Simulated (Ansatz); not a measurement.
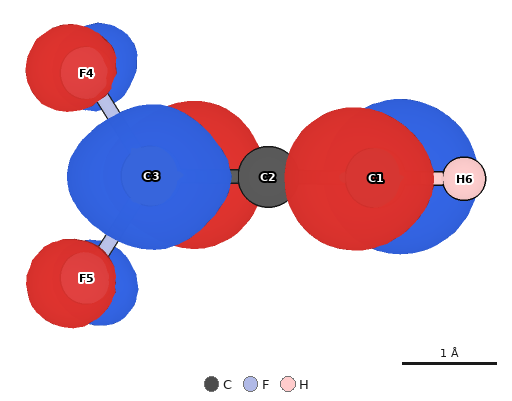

The picture shows: C3HF2 (doublet). The HOMO (α) at ±0.15 Å⁻³ᐟ² (blue and red are the two phases), seen at a tilt.

Geometry: B3LYP/6-31G*.

The calculation used isolated molecule in a Gaussian basis; Kohn-Sham density functional theory, functional PBE0 in Ansatz.

```yaml
atoms:
  - { symbol: C, position_ang: [-2.7450, 0.1014, 2.4430] }
  - { symbol: C, position_ang: [-2.2029, 0.4084, 1.3848] }
  - { symbol: C, position_ang: [-1.5685, 0.7733, 0.2409] }
  - { symbol: F, position_ang: [-1.8574, 1.8693, -0.4497] }
  - { symbol: F, position_ang: [-0.6177, 0.0534, -0.3416] }
  - { symbol: H, position_ang: [-3.3012, -0.2276, 3.2914] }
```

Where does this orbital lie, and at what energy?

Its weight (Hirshfeld) is mainly on C3 (about 35 %), C1 (about 30 %), C2 (about 10 %), F4 (about 10 %) and F5 (about 10 %); it changes sign across the molecular plane (π type); π-bonding across C2–C3; π-antibonding (a node) across C1–C2. Its energy is −6.14 eV.
